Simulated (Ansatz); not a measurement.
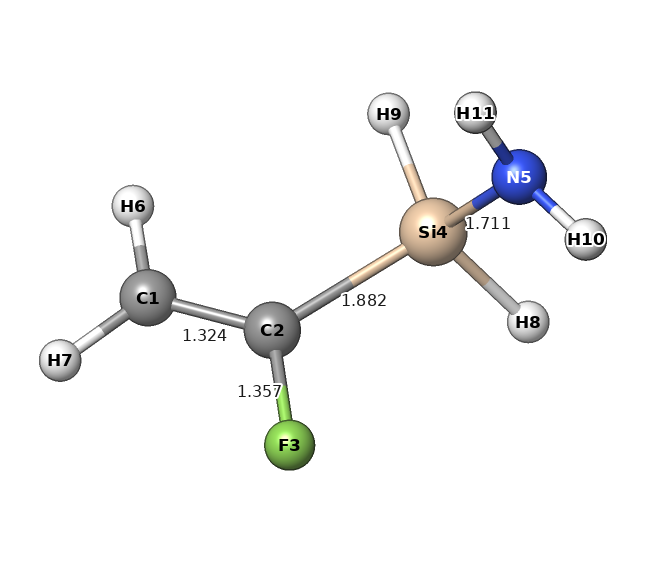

The numbers beside the sticks are distances in Å. Sticks don't show bond order. The geometry was computed by an optimisation with PBE0-D4/def2-TZVP. No frequency run is at hand to confirm it as a minimum.

Q: Which of the marked bonds are single, double, triple or aromatic?

A: C1–C2 double; C2–F3 single; C2–Si4 single; Si4–N5 single.

Q: Give the structure as SMILES.

A: C=C(F)[SiH2]N
